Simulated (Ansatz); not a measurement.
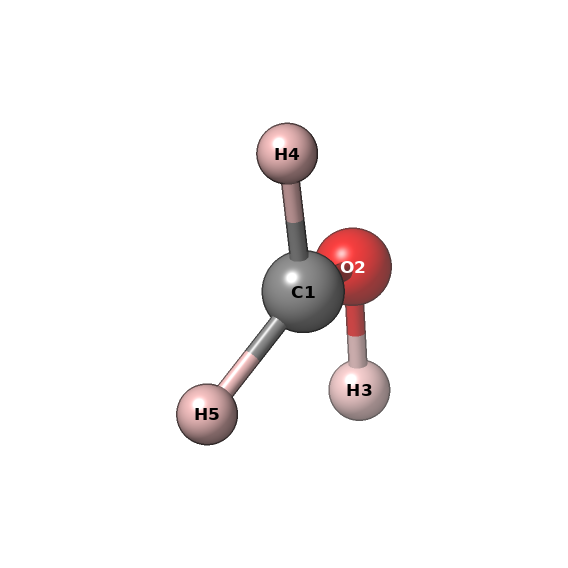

Simulated data, not a measurement (program: Ansatz).

O2 lies behind C1. The molecule seen a little off the C1–O2 bond, C1 in front. Distant atoms are faded towards the background colour. Charge 0, doublet. Geometry: a fixed input geometry, not necessarily a minimum.

> What is the torsion angle H4–C1–O2–H3? The sign is positive where the front bond must turn clockwise to cover the back bond.

−178°, antiperiplanar (anti).
